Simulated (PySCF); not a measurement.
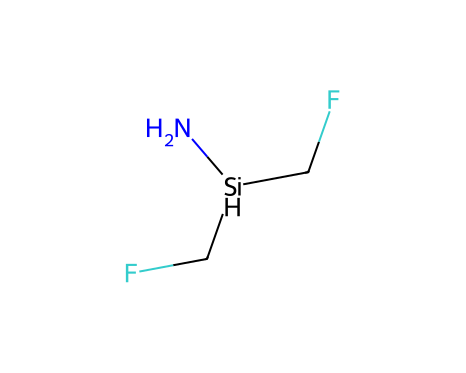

2D structure.

Give its SMILES.

N[SiH](CF)CF

Give the formula, hydrogens included.

C2H7F2NSi.

An optimisation with PBE0-D3(BJ)/def2-SVP gave a structure of which point group?

C1. Other conformers may differ.

The parts below concern this one geometry. Atoms keep their numbers from picture to picture. Computed geometry: PBE0-D3(BJ)/def2-SVP optimisation. No frequency run is at hand to confirm it as a minimum.

Shape

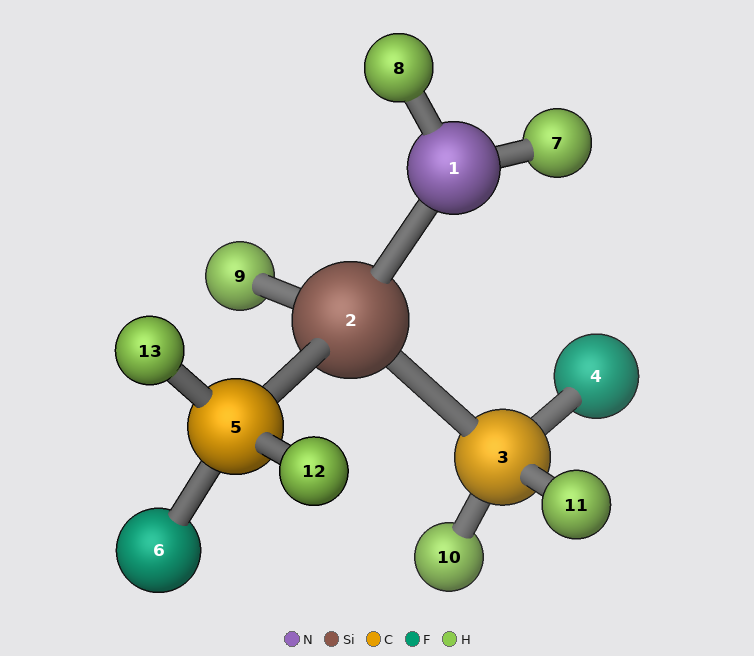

The atoms are numbered. No frequency run is at hand to confirm it as a minimum.

What is the geometry at C5?

C5 has 4 neighbours (Si2 at 1.90, F6 at 1.39, H12 at 1.11, H13 at 1.11 Å); the arrangement is tetrahedral.

Describe the coordination of atom 3.

C3 has 4 neighbours (Si2 at 1.89, F4 at 1.39, H10 at 1.10, H11 at 1.11 Å); the arrangement is tetrahedral.

Describe the coordination of atom 2.

Si2 has 4 neighbours (N1 at 1.73, C3 at 1.89, C5 at 1.90, H9 at 1.50 Å); the arrangement is tetrahedral.

What is the dihedral angle N1–Si2–C3–F4?

57° in size, that is gauche.

NMR shielding

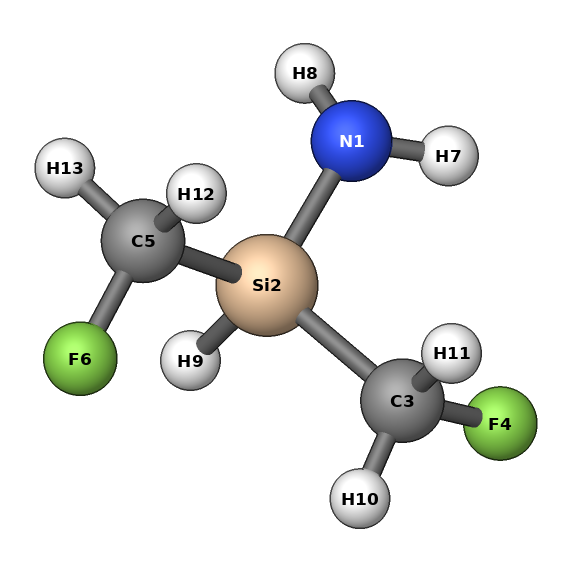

No frequency run is at hand to confirm it as a minimum. Level of theory: GIAO BLYP/pcSseg-1 NMR shielding, non-relativistic, gas phase (PySCF 2.14.0). Principal shieldings σ11 ≤ σ22 ≤ σ33, span Ω = σ33 − σ11, skew κ = 3(σiso − σ22)/Ω.

Give the shielding tensors of the N atoms.

```tsv
atom	σ11	σ22	σ33	σiso	Ω	κ
N1	224.0	255.6	282.5	254.0	58.4	−0.08
```

Shieldings and span in ppm.

Electronic properties

No frequency run is at hand to confirm it as a minimum. Properties computed with BLYP/pcSseg-1, gas phase (PySCF 2.14.0).

What is the dipole moment?

2.10 D.

Give the HOMO energy (Kohn–Sham orbital) at this level.

−5.99 eV.

Give the HOMO–LUMO gap at this level.

5.67 eV.

Quadrupole coupling

No frequency run is at hand to confirm it as a minimum. Electric field gradients from the ground-state density, PBE0/cc-pVDZ (PySCF 2.14.0), non-relativistic apart from any core potentials.

Give the largest field-gradient component, the quadrupole coupling constant and the asymmetry for 14N at N1 (Q = 20.44 mb), 2H at H7 (Q = 2.86 mb), 2H at H8 (Q = 2.86 mb).

| atom | V_zz (a.u.) | e²qQ/h (MHz) | η |
| --- | --- | --- | --- |
| N1 | −0.911 | −4.37 | 0.29 |
| H7 | 0.406 | 0.272 | 0.16 |
| H8 | 0.413 | 0.277 | 0.16 |
